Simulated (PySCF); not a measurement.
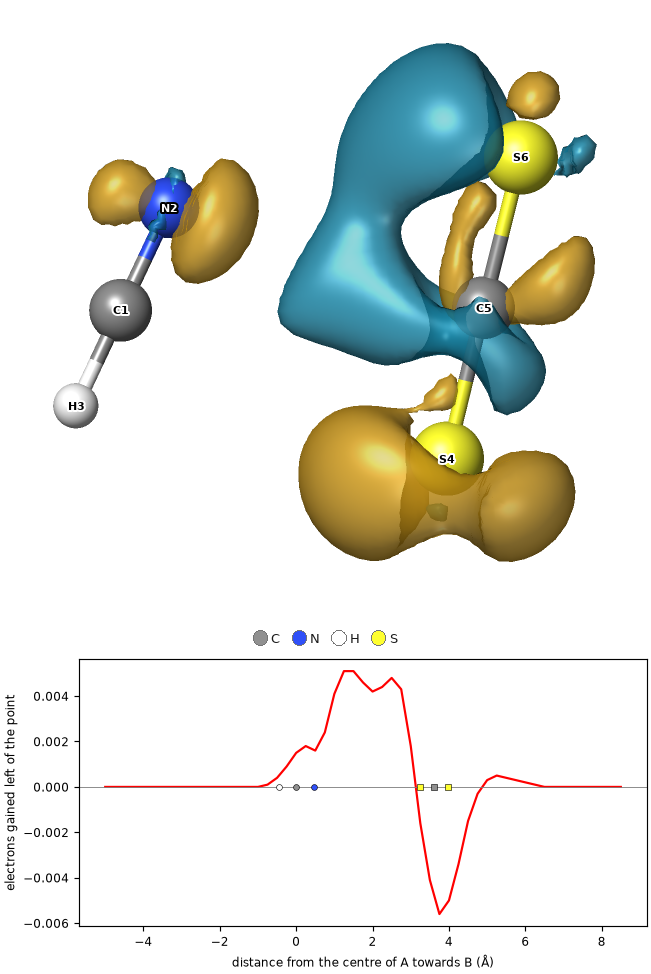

*C₂HNS₂, SMILES `C#N.S=C=S`. Density of the complex less the densities of the two fragments at the same geometry, ±0.002 e/Å³ (yellow: gain, teal: loss). Fragment A: HCN (atoms 1–3); fragment B: CS2. Below: the charge-displacement curve along the line of centres (A on the left).*

Method: CAM-B3LYP/6-31G*; geometry: GFN2-xTB; program: PySCF. GFN2-xTB bond lengths at metals and heavier atoms can be off by up to 0.1 Å and shapes distorted, which carries into these values.

Cartesian coordinates (Å):

```
C1      -2.7003   -0.1974   -0.0697
N2      -2.1004   -1.1490    0.1007
H3      -3.2577    0.6882   -0.2286
S4       0.3486    1.6734    0.0177
C5       0.8962    0.2214   -0.0007
S6       1.4504   -1.2227   -0.0210
```

Question: How is the density rearranged on binding?

Answer: Hirshfeld charges show almost no net transfer (under 0.005 e). By Hirshfeld charges, electrons gather most on S4 (−0.027 e) and leave S6 most (+0.022 e); 0.05 e is displaced in all, which induces a dipole of 0.45 D.

Question: What is the interaction energy, and which contacts carry it?

Answer: The counterpoise-corrected interaction energy of the frozen fragments is +0.5 kcal/mol without dispersion correction and −0.9 kcal/mol with D3(BJ). The pair geometry is semi-empirical, not a minimum at this level. Contacts: N2···S4, 3.74 Å, ρ = 0.005 a.u.; N2···C5, 3.30 Å, ρ = 0.005 a.u., a bond path close to vanishing (ellipticity 10.9). The pose is a local one from a semi-empirical search, not shown to be the most stable.

The PySCF run took 15 s on 1 thread of Intel(R) Xeon(R) Platinum 8488C (Sapphire Rapids), with other jobs on the host, peak memory 0.42 GiB.
